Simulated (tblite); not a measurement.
# C6H12FGeN: the cost of one run

Computed with tblite 0.8.0 and PySCF 2.14.0, with density-fitted response routines of our own, on a single molecule in the gas phase. Atoms count from 0, in the outputs and in this text.

### 1 The starting structure

21 atoms, charge 0, multiplicity 1; geometry from: force field or distance geometry start.

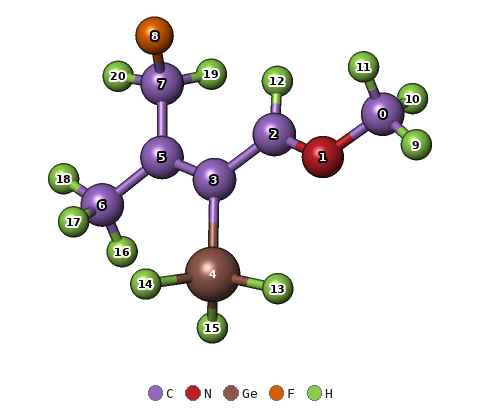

The starting geometry (carbon purple, nitrogen red, germanium brown, fluorine orange, hydrogen green), atoms numbered.

### 2 Relaxing the molecule with GFN2-xTB

The job: settings as JSON, then the geometry in Å.

```
{"job": {"kind": "relax", "xc": "GFN2-xTB", "basis": "xTB"}, "charge": 0, "multiplicity": 1}
C      3.491300     0.662800    -0.076500
N      2.234600    -0.079600     0.025500
C      1.087000     0.487700     0.006100
C     -0.168800    -0.301900     0.110600
Ge     0.021100    -2.241400     0.312500
C     -1.405000     0.266600     0.094100
C     -2.649000    -0.571600     0.205700
C     -1.568700     1.767900    -0.041400
F     -1.058900     2.403800     1.068200
H      4.334700    -0.038700    -0.017400
H      3.514800     1.200900    -1.049200
H      3.558800     1.392200     0.759900
H      1.028700     1.568300    -0.100900
H      1.515900    -2.669500     0.292300
H     -0.615600    -2.684500     1.646300
H     -0.703300    -2.943500    -0.858500
H     -2.700700    -1.289000    -0.632900
H     -2.649400    -1.135800     1.170700
H     -3.573000     0.044200     0.189700
H     -1.056400     2.126600    -0.955200
H     -2.647000     2.051400    -0.139600
```

Run with:

```bash
OMP_NUM_THREADS=1 python probes_run.py task.json out
```

This one command runs all jobs of the session in turn.

Q: Estimate the wall time and peak memory of this first job on 1 thread of Arm Neoverse V1, shared host.

About 2.4 s, with a peak of 0.18 GiB.
